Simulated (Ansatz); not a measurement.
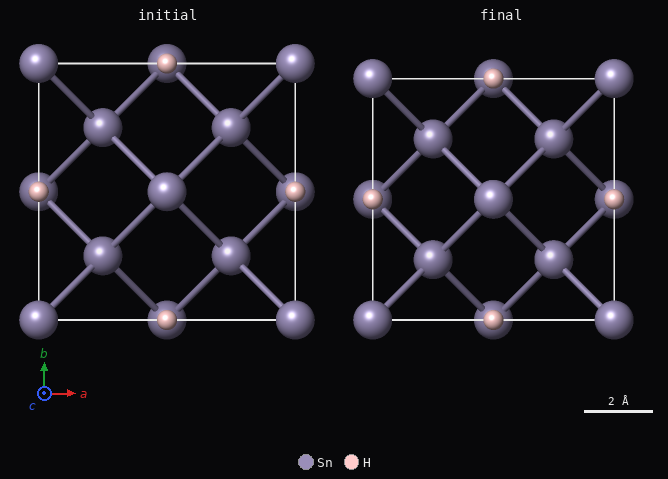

The structure of a crystal of Sn3H (a generated structure, set up in Fm-3m) (coarse preliminary run) before (left) and after (right) a relaxation, at one scale.

Style: ball-and-stick. Shown: the conventional cell (4 times the calculation's cell), along the c axis. Lengths and directions refer to the drawn axes.

Method: DFT PBE, scalar-relativistic, plane waves, PAW (Ansatz 0.2.0). (plane-wave cutoff 420 eV; k-point mesh 4 × 4 × 4; occupations gaussian; smearing width 0.1 eV; no spin polarisation; cell and atoms relaxed; force threshold 0.04 eV/Å; at most 70 steps)

Question: Summarise the run.

Answer: The energy falls by 0.387 eV per cell of the calculation in 3 accepted moves (4 points after the start). All forces vanish by symmetry, so only the cell relaxes. The pressure goes from −5.42 to −0.07 GPa. At 1 point the geometry stayed and the basis and grid were re-selected for the new cell (energy shift of 3.4 meV per cell of the calculation at most each time). No atom moves by more than 0.005 Å relative to the cell. The drawn cell changes as follows: a = b = c 7.646 → 7.196 Å (−5.9 %); the volume changes by −16.7 %. Some distances before and after: Sn–Sn 3.311 → 3.116 Å. The space group stays Fm-3m (No. 225).
